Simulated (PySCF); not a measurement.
# GeH3O2F (SMILES [OH][GeH]([OH])[F]) at 4 levels

Aim: a comparison of 4 runs (HF/def2-SVP, SVWN5/cc-pVDZ, B3LYP/6-31G*, SVWN5/def2-SVP) of GeH3O2F. Input form: a Python script.

Program for the calculation: PySCF 2.14.0.

1 further run of the same task is left out (set aside as unsound or not needed).

## 1. Starting point

GeH3O2F has 7 atoms, charge 0, and is taken as a singlet. As SMILES, `[OH][GeH]([OH])[F]`. The shape is that of a PBE0-D4/def2-TZVP optimisation. This is one conformer, not always the lowest.

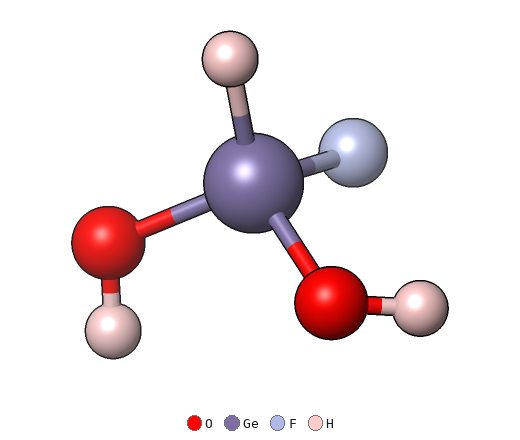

The structure, seen from a chosen angle (oxygen red, germanium purple, fluorine light blue, hydrogen pink).

## 2. Energy and forces at HF/def2-SVP (run 1)

Contents of start.xyz:

```xyz
7

O     -0.352900     1.140300    -0.859300
Ge    -0.107500    -0.026800     0.432400
O      1.518200    -0.656000     0.307600
F     -1.260300    -1.284500     0.113200
H     -1.209200     1.041800    -1.283900
H     -0.331400     0.485800     1.847500
H      1.804400    -0.768700    -0.603100
```

Contents of input.py:

```python
import pyscf.grad
from pyscf import gto, scf

mol = gto.M(
    atom='start.xyz',
    spin=0,
    basis='def2-svp',
    verbose=3,
    max_memory=1860,
)

mf = scf.RHF(mol)
mf.conv_tol = 1e-10
mf.kernel()
if not mf.converged:
    mf = mf.newton().run(mf.mo_coeff, mf.mo_occ)

energy = mf.e_tot
print('Final energy', energy)
grad = mf.Gradients().kernel()
mf.analyze()
```

Started as:

```sh
OMP_NUM_THREADS=1 python input.py
```

Log:

```text
converged SCF energy = -2325.90257604431
[... 12 lines left out ...]
MO #1   energy= -405.267801961947  occ= 2
[... 10 lines left out ...]
MO #12  energy= -5.23234793280775  occ= 2
[... 10 lines left out ...]
MO #23  energy= -0.683655625047854 occ= 2
[... 10 lines left out ...]
MO #34  energy= 0.23848338591593   occ= 0
[... 10 lines left out ...]
MO #45  energy= 0.859011638814812  occ= 0
[... 10 lines left out ...]
MO #56  energy= 1.53864020629743   occ= 0
[... 10 lines left out ...]
MO #67  energy= 2.16227543662835   occ= 0
[... 10 lines left out ...]
MO #78  energy= 3.29133926607207   occ= 0
[... 10 lines left out ...]
MO #89  energy= 4.10794132507877   occ= 0
[... 8 lines left out ...]
Dipole moment(X, Y, Z, Debye): -0.55466,  0.96946, -0.63732
```

Wall time 9 s (1 thread of Intel Xeon at 2.70GHz, shared host); peak memory 0.18 GiB.

## 3. Energy and forces at SVWN5/cc-pVDZ (run 2)

Contents of run.py:

```python
import pyscf.grad
from pyscf import gto, dft

system = gto.M(
    atom='''
O     -0.666884     2.154855    -1.623842
Ge    -0.203146    -0.050645     0.817118
O      2.868982    -1.239660     0.581280
F     -2.381622    -2.427353     0.213917
H     -2.285057     1.968717    -2.426219
H     -0.626255     0.918029     3.491269
H      3.409822    -1.452632    -1.139694
''',
    charge=0,
    unit='bohr',
    max_memory=1860,
    verbose=4,
    spin=0,
    basis='cc-pvdz',
)

mf = dft.RKS(system, xc='svwn')
mf.grids.level = 5
mf.conv_tol = 1e-10
mf.kernel()
if not mf.converged:
    mf = mf.newton().run(mf.mo_coeff, mf.mo_occ)

e_tot = mf.e_tot
print('E = %.10f Eh' % e_tot)
grad = mf.Gradients().kernel()
mf.analyze()
```

Started as:

```sh
OMP_NUM_THREADS=1 python run.py
```

Log:

```text
PySCF version 2.14.0

[... 99 lines left out ...]
Nuclear Repulsion Energy =             327.327906586492418
[... 12 lines left out ...]
MO #7   energy= -18.6217814187431  occ= 2
[... 10 lines left out ...]
MO #18  energy= -1.02859599011387  occ= 2
[... 10 lines left out ...]
MO #29  energy= -0.280334751442902 occ= 2
[... 10 lines left out ...]
MO #40  energy= 0.303889531525641  occ= 0
[... 10 lines left out ...]
MO #51  energy= 0.961948604688031  occ= 0
[... 10 lines left out ...]
MO #62  energy= 1.42341232802793   occ= 0
[... 10 lines left out ...]
MO #73  energy= 2.75318417888965   occ= 0
[... 10 lines left out ...]
MO #84  energy= 3.67006857160443   occ= 0
[... 94 lines left out ...]
Dipole moment(X, Y, Z, Debye): -0.36086,  0.81048, -0.79216
```

Wall time 23 s (1 thread of Intel Xeon at 2.70GHz, shared host); peak memory 0.47 GiB.

Run 3 isn't shown in full; the table further down has it.

## 4. Energy and forces at SVWN5/def2-SVP (run 4)

Contents of input.py:

```python
import pyscf.grad
from pyscf import gto, dft

mol = gto.M(
    atom='''
O     -0.352900     1.140300    -0.859300
Ge    -0.107500    -0.026800     0.432400
O      1.518200    -0.656000     0.307600
F     -1.260300    -1.284500     0.113200
H     -1.209200     1.041800    -1.283900
H     -0.331400     0.485800     1.847500
H      1.804400    -0.768700    -0.603100
''',
    verbose=3,
    basis='def2-svp',
    max_memory=1860,
)

mf = dft.RKS(mol)
mf.xc = 'svwn'
mf.grids.level = 5
mf.conv_tol = 1e-10
mf.kernel()
if not mf.converged:
    mf = mf.newton().run(mf.mo_coeff, mf.mo_occ)

e_tot = mf.e_tot
print('E(%s) = %.9f' % ('SVWN5', e_tot))
grad = mf.Gradients().kernel()
mf.analyze()
```

Started as:

```sh
OMP_NUM_THREADS=1 python input.py
```

Log:

```text
converged SCF energy = -2323.86243607491
[... 12 lines left out ...]
MO #1   energy= -396.317067732445  occ= 2
[... 10 lines left out ...]
MO #12  energy= -4.22227699442822  occ= 2
[... 10 lines left out ...]
MO #23  energy= -0.426929317551761 occ= 2
[... 10 lines left out ...]
MO #34  energy= 0.0565790460038107 occ= 0
[... 10 lines left out ...]
MO #45  energy= 0.570923586495211  occ= 0
[... 10 lines left out ...]
MO #56  energy= 1.17846316468053   occ= 0
[... 10 lines left out ...]
MO #67  energy= 1.81005037946493   occ= 0
[... 10 lines left out ...]
MO #78  energy= 2.83071662959949   occ= 0
[... 10 lines left out ...]
MO #89  energy= 3.60846837352139   occ= 0
[... 8 lines left out ...]
Dipole moment(X, Y, Z, Debye): -0.43365,  0.78804, -0.84935
```

Wall time 19 s (1 thread of Intel Xeon at 2.70GHz, shared host); peak memory 0.5 GiB.

## 5. All runs side by side

```
run                               level  integration grid  Cartesian functions   energy (Eh)  dipole moment (D)  HOMO energy (eV)  LUMO energy (eV)  wall time
  1                         HF/def2-SVP                 –                   no  -2325.902576               1.29            -13.66              4.01        9 s
  2                       SVWN5/cc-pVDZ                 5                   no  -2324.285253               1.19             -7.40             -0.74       23 s
  3  B3LYP/6-31G* (Cartesian functions)                 5                  yes  -2328.925992               1.21             -8.77              0.07       31 s
  4                      SVWN5/def2-SVP                 5                   no  -2323.862436               1.24             -7.50             -0.72       19 s
```

## 6. Results

```
                       quantity           value
            run 4: total energy  -2323.86244 Eh
           run 4: dipole moment          1.24 D
             run 4: HOMO energy        -7.50 eV
             run 4: LUMO energy        -0.72 eV
           run 4: HOMO–LUMO gap         6.78 eV
run 4: largest force on an atom      0.923 eV/Å
```

**Reading.** The dipole moment (its size) runs from 1.19 D (SVWN5/cc-pVDZ) to 1.29 D (HF/def2-SVP). The two ends differ in method and basis. The HOMO–LUMO gap runs from 6.66 eV (SVWN5/cc-pVDZ) to 17.67 eV (HF/def2-SVP). Totals of different functionals can't be ranked against each other. All runs together took 82 s, the longest 31 s.
